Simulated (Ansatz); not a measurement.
## CH7BN2Si: geometry relaxation (part 1 of 2)

- system: CH7BN2Si, SMILES BN[SiH]1CN1
- method: RKS PBE-D4/def2-SVP (Ansatz 0.2.0)

The geometry: force-field start. Figures and captions count atoms from 1; the log counts them from 0 in places.

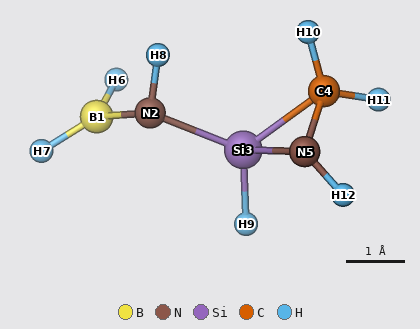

Figure 1. The starting structure (ball-and-stick view, seen at a tilt; atoms are numbered from 1 in the order of the input).

Input file
```yaml
crystal:
  periodic: [false, false, false]
  atoms:
    - {symbol: B, position_ang: [-0.688600, -2.048800, 1.095400]}
    - {symbol: N, position_ang: [0.408700, -1.067400, 0.750700]}
    - {symbol: Si, position_ang: [-0.175600, 0.017400, -0.578600]}
    - {symbol: C, position_ang: [0.299800, 1.798300, -0.305300]}
    - {symbol: N, position_ang: [1.253200, 1.114500, -1.063300]}
    - {symbol: H, position_ang: [-1.765400, -1.562500, 1.484100]}
    - {symbol: H, position_ang: [-0.554900, -3.169700, 1.008200]}
    - {symbol: H, position_ang: [0.614400, -0.455600, 1.589900]}
    - {symbol: H, position_ang: [-0.634200, -0.589200, -1.760100]}
    - {symbol: H, position_ang: [0.564100, 2.057500, 0.744300]}
    - {symbol: H, position_ang: [-0.381500, 2.503000, -0.888200]}
    - {symbol: H, position_ang: [1.137000, 1.347300, -2.042900]}
basis:
  gaussian: {orbitals: def2-SVP}
hamiltonian: {xc: pbe, dispersion: d4}
relax: {f_tol: 0.03, max_steps: 200}
```

Command:
```bash
ansatz run in.yaml --threads 4 --pin off --events-out ev --progress --plain --max-ram 10444MiB
```

Output
```
Functional definition: PBE
  name "PBE"
  cite "Perdew, Burke & Ernzerhof, Phys. Rev. Lett. 77, 3865 (1996) doi:10.1103/PhysRevLett.77.3865"
  parent pbe
  parameter kappa = 0.804
  parameter beta = 0.06672455060314922
  exchange = pbe_x(kappa = kappa, mu = beta*pi^2/3)
  correlation = pbe_c(beta = beta)
1258 factors; their error is unknown
mean field evaluation 1: about -12649.5005 eV, gradient 8.5e1 eV
mean field evaluation 2: about -12515.8945 eV, gradient 2.0e2 eV
mean field evaluation 4: about -12665.3091 eV, gradient 2.5e1 eV
mean field evaluation 8: about -12666.6878 eV, gradient 2.7e-1 eV
mean field evaluation 16: about -12666.6059 eV, gradient 2.6e-3 eV
mean field -12666.60586747 eV, -465.4891798955 hartree, gradient 3.7e-5 eV, S^2 0.000000; 0 other end points of the search recorded, 0 dependent functions left out
the calculation of the forces begins
reference -12666.60590590 eV, -465.4891813080 hartree; 23, 23 occupied and 86, 86 virtual orbitals, 1258 factors
relax step   1: F+E_penalty+E_count = -12666.84936659 eV  Δ(F+E_penalty+E_count) = +0.000e0 eV  max|allowed force component| = 3.592e0 eV/Å  Δτ_max = 0.0000 Å  (30 SCF iters, accepted)
these checks for a lower state are left out or cut short: starts, cluster_reference, orbital_swaps, neighbouring_geometries, increment
1258 factors; their error is unknown
mean field -12667.29069571 eV, -465.5143468692 hartree, gradient 9.9e-6 eV, S^2 0.000000; 0 other end points of the search recorded, 0 dependent functions left out
[... from here on the field's lines of each further geometry are left out, up to the last ...]
relax step   2: F+E_penalty+E_count = -12667.53072053 eV  Δ(F+E_penalty+E_count) = -6.814e-1 eV  max|allowed force component| = 1.804e0 eV/Å  Δτ_max = 0.1937 Å  (37 SCF iters, accepted)
relax step   3: F+E_penalty+E_count = -12667.79531038 eV  Δ(F+E_penalty+E_count) = -2.646e-1 eV  max|allowed force component| = 1.207e0 eV/Å  Δτ_max = 0.1953 Å  (30 SCF iters, accepted)
relax step   4: F+E_penalty+E_count = -12668.10063749 eV  Δ(F+E_penalty+E_count) = -3.053e-1 eV  max|allowed force component| = 7.779e-1 eV/Å  Δτ_max = 0.1996 Å  (28 SCF iters, accepted)
relax step   5: F+E_penalty+E_count = -12668.39390549 eV  Δ(F+E_penalty+E_count) = -2.933e-1 eV  max|allowed force component| = 7.395e-1 eV/Å  Δτ_max = 0.1964 Å  (28 SCF iters, accepted)
relax step   6: F+E_penalty+E_count = -12668.59104831 eV  Δ(F+E_penalty+E_count) = -1.971e-1 eV  max|allowed force component| = 7.338e-1 eV/Å  Δτ_max = 0.2000 Å  (30 SCF iters, accepted)
relax step   7: F+E_penalty+E_count = -12668.75406053 eV  Δ(F+E_penalty+E_count) = -1.630e-1 eV  max|allowed force component| = 5.270e-1 eV/Å  Δτ_max = 0.2000 Å  (30 SCF iters, accepted)
relax step   8: F+E_penalty+E_count = -12668.88238578 eV  Δ(F+E_penalty+E_count) = -1.283e-1 eV  max|allowed force component| = 3.349e-1 eV/Å  Δτ_max = 0.2000 Å  (30 SCF iters, accepted)
relax step   9: F+E_penalty+E_count = -12668.97691817 eV  Δ(F+E_penalty+E_count) = -9.453e-2 eV  max|allowed force component| = 6.099e-1 eV/Å  Δτ_max = 0.1974 Å  (30 SCF iters, accepted)
relax step  10: F+E_penalty+E_count = -12669.04888949 eV  Δ(F+E_penalty+E_count) = -7.197e-2 eV  max|allowed force component| = 2.090e-1 eV/Å  Δτ_max = 0.2000 Å  (29 SCF iters, accepted)
relax step  11: F+E_penalty+E_count = -12669.08450078 eV  Δ(F+E_penalty+E_count) = -3.561e-2 eV  max|allowed force component| = 3.705e-1 eV/Å  Δτ_max = 0.1988 Å  (36 SCF iters, accepted)
relax step  12: F+E_penalty+E_count = -12669.07717061 eV  Δ(F+E_penalty+E_count) = +7.330e-3 eV  max|allowed force component| = 5.513e-1 eV/Å  Δτ_max = 0.1947 Å  (31 SCF iters, rejected (line search))
relax step  13: F+E_penalty+E_count = -12669.10165473 eV  Δ(F+E_penalty+E_count) = -1.715e-2 eV  max|allowed force component| = 2.414e-1 eV/Å  Δτ_max = 0.0974 Å  (30 SCF iters, accepted)
relax step  14: F+E_penalty+E_count = -12669.09915589 eV  Δ(F+E_penalty+E_count) = +2.499e-3 eV  max|allowed force component| = 2.169e-1 eV/Å  Δτ_max = 0.1000 Å  (30 SCF iters, rejected (line search))
relax step  15: F+E_penalty+E_count = -12669.10689465 eV  Δ(F+E_penalty+E_count) = -5.240e-3 eV  max|allowed force component| = 4.330e-2 eV/Å  Δτ_max = 0.0499 Å  (30 SCF iters, accepted)
relax step  16: F+E_penalty+E_count = -12669.10824953 eV  Δ(F+E_penalty+E_count) = -1.355e-3 eV  max|allowed force component| = 2.877e-2 eV/Å  Δτ_max = 0.0500 Å  (30 SCF iters, accepted)
relax step  17: F+E_penalty+E_count = -12669.10898476 eV  Δ(F+E_penalty+E_count) = -7.352e-4 eV  max|allowed force component| = 5.364e-2 eV/Å  Δτ_max = 0.0732 Å  (30 SCF iters, accepted)
relax step  18: F+E_penalty+E_count = -12669.10688574 eV  Δ(F+E_penalty+E_count) = +2.099e-3 eV  max|allowed force component| = 1.818e-1 eV/Å  Δτ_max = 0.0459 Å  (30 SCF iters, rejected (line search))
relax step  19: F+E_penalty+E_count = -12669.10891956 eV  Δ(F+E_penalty+E_count) = +6.520e-5 eV  max|allowed force component| = 2.506e-2 eV/Å  Δτ_max = 0.0229 Å  (31 SCF iters, rejected (line search))
the calculation of the forces begins
reference -12668.87004306 eV, -465.5723868140 hartree; 23, 23 occupied and 86, 86 virtual orbitals, 1258 factors
relax step  20: F+E_penalty+E_count = -12669.10929507 eV  Δ(F+E_penalty+E_count) = -3.103e-4 eV  max|allowed force component| = 1.457e-2 eV/Å  Δτ_max = 0.0115 Å  (31 SCF iters, accepted)
1258 factors; their error is unknown
mean field evaluation 160: about -12667.0348 eV, gradient 2.5e1 eV
```

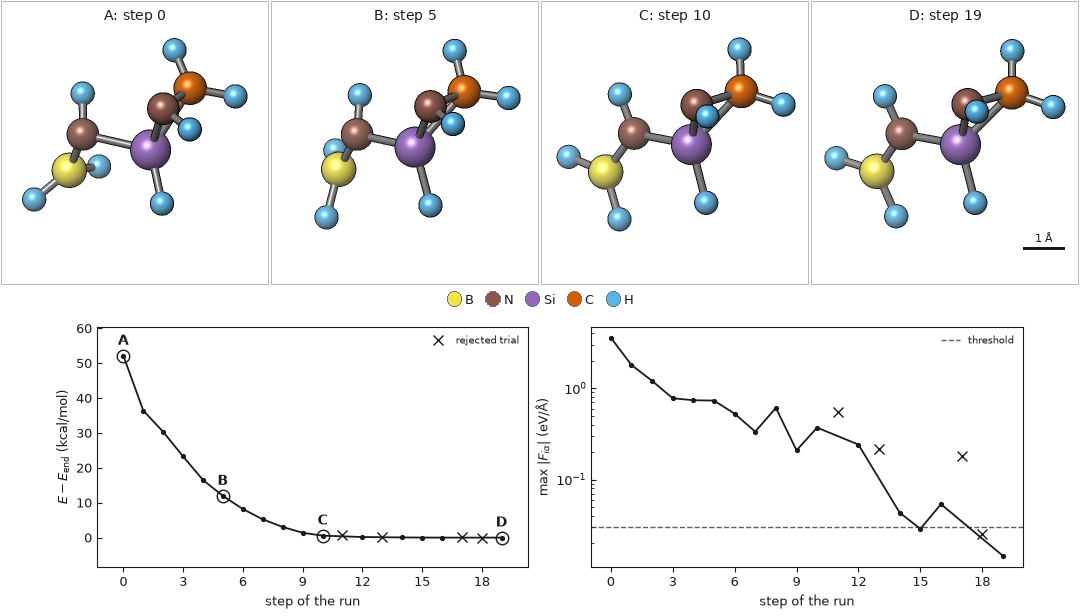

Figure 2. Frames of the relaxation (ball-and-stick view, seen at a tilt) above the curves, on which the letters mark them (the first geometry is step 0 here and step 1 in the log).

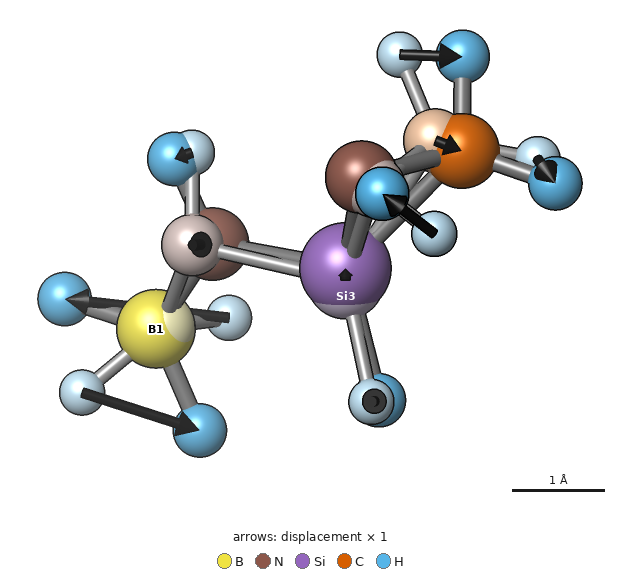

Figure 3. Start (faint) and end (solid) with the displacements as black arrows, at true length (ball-and-stick view, seen at a tilt). The two geometries are laid on each other by the best rigid fit. The largest move after the best rigid fit is that of H6, 1.84 Å. By element the largest moves are H 1.84 Å, N 0.43 Å, C 0.31 Å, Si 0.13 Å, B 0.09 Å. Distances before and after: Si3–N5 1.865 → 1.727 Å, C4–N5 1.397 → 1.501 Å, B1–N2 1.512 → 1.410 Å, B1–H7 1.132 → 1.219 Å. Among the angles that change: Si3–N5–H12 107.4° → 134.1°, N5–Si3–H9 106.6° → 124.9°, B1–N2–Si3 108.8° → 126.5°. After 19 geometry steps the energy has fallen by 52.1 kcal/mol. The largest force component goes from 3.6 to 0.015 eV/Å. The line search rejected the trial steps at points 11, 13, 17, 18 (counted from 0) and went back. (Atoms are counted from 1 in the order of the input.)

```
mean field -12668.87000265 eV, -465.5723853290 hartree, gradient 2.8e-5 eV, S^2 0.000000; 1 other end points of the search recorded, 0 dependent functions left out
the calculation of the forces begins
reference -12668.87004306 eV, -465.5723868140 hartree; 23, 23 occupied and 86, 86 virtual orbitals, 1258 factors
Total energy: -12669.10933547 eV, -465.5811806480 hartree
Atom 0 at    -0.737024    -2.096185     1.164380 Å, force    -0.009049     0.008704     0.007224 eV/Å
Atom 1 at    -0.015338    -0.906763     0.933160 Å, force    -0.005066    -0.011107    -0.006792 eV/Å
Atom 2 at    -0.063828     0.080434    -0.522356 Å, force    -0.004426     0.007494    -0.007483 eV/Å
Atom 3 at     0.112697     1.929334    -0.583175 Å, force     0.006501    -0.009209    -0.001232 eV/Å
Atom 4 at     1.322916     1.069529    -0.805904 Å, force     0.003800     0.014573     0.005822 eV/Å
Atom 5 at    -0.618681    -2.672318     2.229859 Å, force     0.001927    -0.008805     0.005271 eV/Å
Atom 6 at    -1.469120    -2.524800     0.288640 Å, force     0.013323     0.011333     0.001619 eV/Å
Atom 7 at     0.600621    -0.560159     1.677448 Å, force    -0.002357    -0.001896    -0.008816 eV/Å
Atom 8 at    -0.821491    -0.649588    -1.579689 Å, force     0.003339    -0.002914     0.002505 eV/Å
Atom 9 at     0.158925     2.586851     0.308607 Å, force     0.000256    -0.003836    -0.004436 eV/Å
Atom 10 at    -0.320223     2.455516    -1.461319 Å, force    -0.000273     0.001008     0.003930 eV/Å
Atom 11 at     1.927547     1.232951    -1.615451 Å, force    -0.007974    -0.005344     0.002388 eV/Å
Dipole moment:     0.148574     0.247644    -0.168871 e Å
```

Trajectory as extended XYZ (Å, eV, eV/Å), 18 of the 20 frames kept, from step=1 to step=20
```
12
Properties=species:S:1:pos:R:3:forces:R:3 step=1 energy=-12666.84937
B    -0.6886   -2.0488    1.0954    0.2816   3.5923   0.4649
N     0.4087   -1.0674    0.7507   -1.0003  -0.7857   0.0947
Si   -0.1756    0.0174   -0.5786    2.4843   0.7324   2.4680
C     0.2998    1.7983   -0.3053   -2.7794   1.5877  -0.1124
N     1.2532    1.1145   -1.0633    1.1895  -1.8333  -0.4225
H    -1.7654   -1.5625    1.4841    0.1632  -0.3969   0.0871
H    -0.5549   -3.1697    1.0082    0.3104  -2.3168  -0.4331
H     0.6144   -0.4556    1.5899   -0.4774  -0.3465  -0.9054
H    -0.6342   -0.5892   -1.7601   -0.8409  -0.7520  -1.3636
H     0.5641    2.0575    0.7443   -0.1821   0.2514  -0.1970
H    -0.3815    2.5030   -0.8882    0.6139   0.0882   1.0236
H     1.1370    1.3473   -2.0429    0.2372   0.1791  -0.7043
12
Properties=species:S:1:pos:R:3:forces:R:3 step=2 energy=-12667.53072
B    -0.6838   -2.0602    1.1746    0.1480   0.6755  -0.8346
N     0.4023   -1.1311    0.7588   -0.8748  -0.1956   0.2471
Si   -0.0944    0.0167   -0.5370    1.8037   0.5294   0.4445
C     0.2517    1.8526   -0.3559   -1.5293   0.4816   0.2335
N     1.2978    1.1292   -1.0361    0.1476  -1.1738  -0.2543
H    -1.7416   -1.6336    1.6588    0.4395  -0.2162   0.4802
H    -0.6096   -3.2262    0.8312   -0.0496  -0.0514  -0.0232
H     0.6010   -0.4997    1.5618   -0.2050   0.0993  -0.2051
H    -0.7070   -0.5969   -1.7166   -0.3628  -0.2129  -0.2478
H     0.4685    2.1916    0.6821    0.0782   0.1237  -0.1929
H    -0.3601    2.5878   -0.9402    0.1766  -0.0798   0.3682
H     1.2522    1.3147   -2.0474    0.2279   0.0203  -0.0157
12
Properties=species:S:1:pos:R:3:forces:R:3 step=3 energy=-12667.79531
B    -0.7221   -2.0494    1.1050    0.3096  -0.3037   0.6400
N     0.3844   -1.1403    0.7652   -0.9352   0.1653  -0.1441
Si   -0.0168    0.0070   -0.5475    1.2066   0.5629  -0.3355
C     0.2269    1.8628   -0.3721   -0.8056  -0.1201   0.4378
N     1.3298    1.1369   -1.0329   -0.2120  -0.7477  -0.2648
H    -1.6815   -1.6798    1.8387    0.6931  -0.2841  -0.2607
H    -0.6292   -3.2471    0.7651   -0.3625   0.6717  -0.2904
H     0.5256   -0.4934    1.5624   -0.1814   0.0891  -0.0079
H    -0.7336   -0.6064   -1.7079   -0.0601  -0.0024   0.1852
H     0.4473    2.2360    0.6540    0.1230   0.0418  -0.1872
H    -0.3694    2.6053   -0.9431    0.0039  -0.0795   0.0042
H     1.3155    1.3133   -2.0527    0.2206   0.0067   0.2234
12
Properties=species:S:1:pos:R:3:forces:R:3 step=4 energy=-12668.10064
B    -0.7193   -2.0362    1.1106    0.1972  -0.5434   0.5407
N     0.3509   -1.1148    0.7725   -0.7779   0.3229   0.2311
Si    0.0441   -0.0076   -0.5718    0.5224   0.2512  -0.5253
C     0.1992    1.8415   -0.3749   -0.4537  -0.1439   0.4170
N     1.3409    1.1257   -1.0243   -0.0162  -0.2815  -0.3780
H    -1.5581   -1.7245    1.9892    0.5566  -0.3039  -0.2561
H    -0.7210   -3.1835    0.6248   -0.3184   0.6977  -0.2074
H     0.4472   -0.4585    1.5692   -0.0304   0.0347  -0.0744
H    -0.7115   -0.6363   -1.7072    0.0141   0.0454   0.2370
H     0.4362    2.2394    0.6357    0.0563   0.0355  -0.1033
H    -0.3963    2.5783   -0.9507   -0.0035  -0.1122  -0.0883
H     1.3647    1.3213   -2.0391    0.2536  -0.0026   0.2071
12
Properties=species:S:1:pos:R:3:forces:R:3 step=5 energy=-12668.39391
B    -0.6987   -2.0487    1.1463   -0.1137  -0.4513  -0.0294
N     0.2924   -1.0670    0.7995   -0.6119   0.3338   0.2761
Si    0.0944   -0.0182   -0.6086   -0.0339  -0.1343  -0.1232
C     0.1781    1.8179   -0.3793   -0.0551  -0.0762   0.1653
N     1.3594    1.1180   -1.0297    0.0630   0.0409  -0.2531
H    -1.4450   -1.8184    2.1194    0.5436  -0.3907  -0.1852
H    -0.8124   -3.1019    0.4798   -0.1368   0.7395   0.1389
H     0.3775   -0.4068    1.5910    0.0683   0.0174  -0.0926
H    -0.7171   -0.6520   -1.6962    0.0564   0.0041   0.1355
H     0.4307    2.2407    0.6159   -0.0003   0.0067  -0.0551
H    -0.4140    2.5451   -0.9695   -0.0063  -0.1246  -0.1058
H     1.4316    1.3362   -2.0344    0.2266   0.0348   0.1286
```
